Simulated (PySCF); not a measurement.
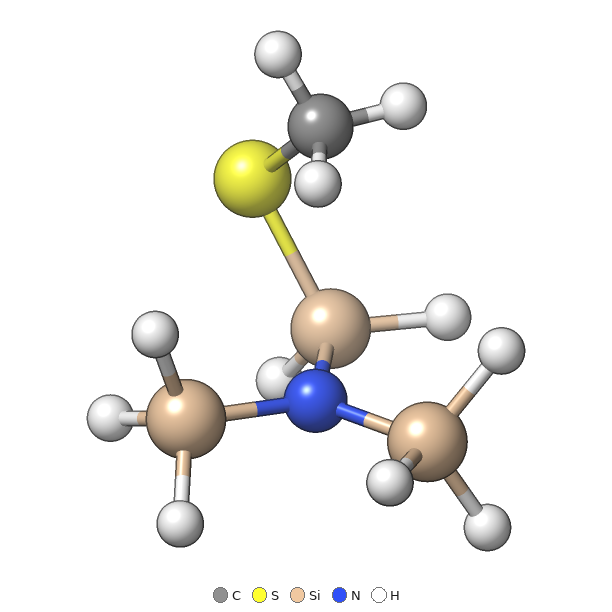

Give the formula.

Answer. CH₁₁NSSi₃, 17 atoms: 1 carbon, 11 hydrogen, 1 nitrogen, 1 sulfur and 3 silicon.

Does it have rings?

Answer. It has no ring.

Give the symmetry (Schoenflies symbol).

Answer. C1.

Write the SMILES.

Answer. CS[SiH2]N([SiH3])[SiH3]

More results for the same structure follow; atom numbers are the same in all pictures, views and colours differ. The computed structure is the end point of a PBE0-D3(BJ)/def2-SVP optimisation. No frequency run is at hand to confirm it as a minimum.

## Levels of theory compared

No frequency run is at hand to confirm it as a minimum. Program: PySCF 2.14.0.

Compare HOMO energy (eV), HOMO–LUMO gap (eV) at these levels: PBE0/6-311+G(2d,p); PBE0/6-31G; PBE0/6-31G*; PBE0/STO-3G; PBE0/def2-SVP; PBE0/def2-TZVP.

```json
{"level": "PBE0/6-311+G(2d,p)", "HOMO energy (eV)": "−7.06", "HOMO–LUMO gap (eV)": "6.59"}
{"level": "PBE0/6-31G", "HOMO energy (eV)": "−6.94", "HOMO–LUMO gap (eV)": "6.96"}
{"level": "PBE0/6-31G*", "HOMO energy (eV)": "−6.95", "HOMO–LUMO gap (eV)": "6.94"}
{"level": "PBE0/STO-3G", "HOMO energy (eV)": "−3.27", "HOMO–LUMO gap (eV)": "9.27"}
{"level": "PBE0/def2-SVP", "HOMO energy (eV)": "−6.99", "HOMO–LUMO gap (eV)": "7.03"}
{"level": "PBE0/def2-TZVP", "HOMO energy (eV)": "−7.07", "HOMO–LUMO gap (eV)": "6.75"}
```

## Bond orders

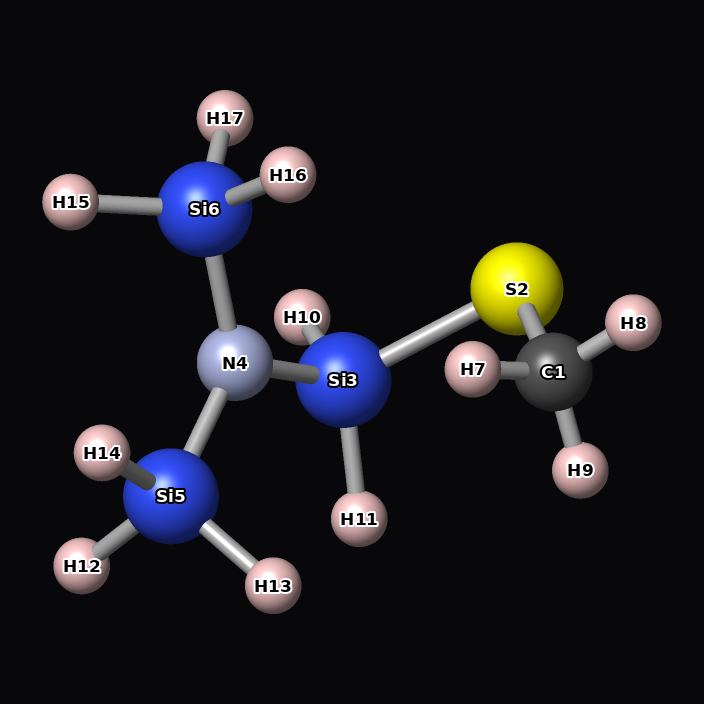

The thickness of each stick grows with its Mayer bond order. No frequency run is at hand to confirm it as a minimum. Computed with PBE0/def2-SVP (PySCF 2.14.0).

List the Mayer bond orders of C1–S2, S2–Si3, Si3–N4, N4–Si5, N4–Si6 (bonds between heavy atoms, one of each equivalent set).

```csv
bond,Mayer order,length (Å)
C1–S2,1.00,1.823
S2–Si3,1.05,2.136
Si3–N4,0.98,1.749
N4–Si5,0.97,1.755
N4–Si6,0.95,1.761
```

## NMR shielding

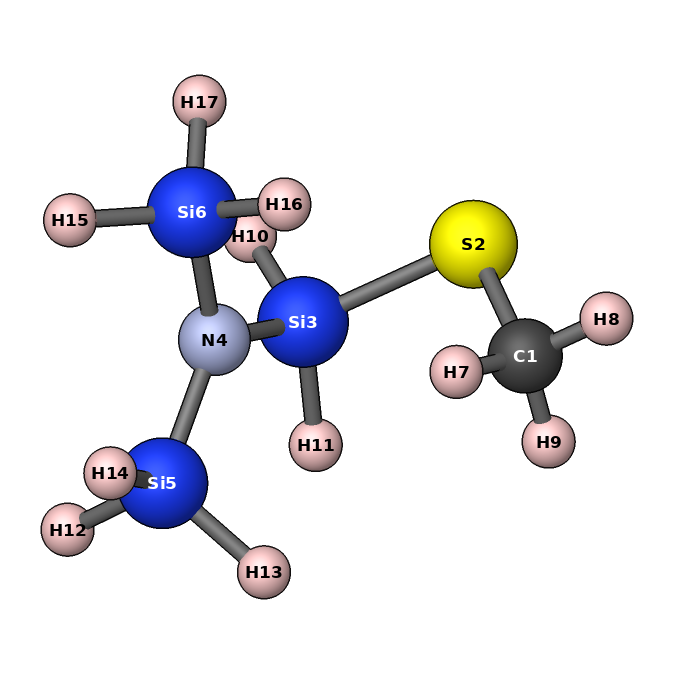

No frequency run is at hand to confirm it as a minimum. Level of theory: GIAO PBE0/6-311+G(2d,p) NMR shielding, non-relativistic, gas phase (PySCF 2.14.0). Principal shieldings σ11 ≤ σ22 ≤ σ33, span Ω = σ33 − σ11, skew κ = 3(σiso − σ22)/Ω.

Give the shielding tensors of the N atoms.

```
atom    σ11    σ22    σ33   σiso     Ω      κ
  N4  234.0  269.2  282.6  262.0  48.6  −0.45
```

Shieldings and span in ppm.
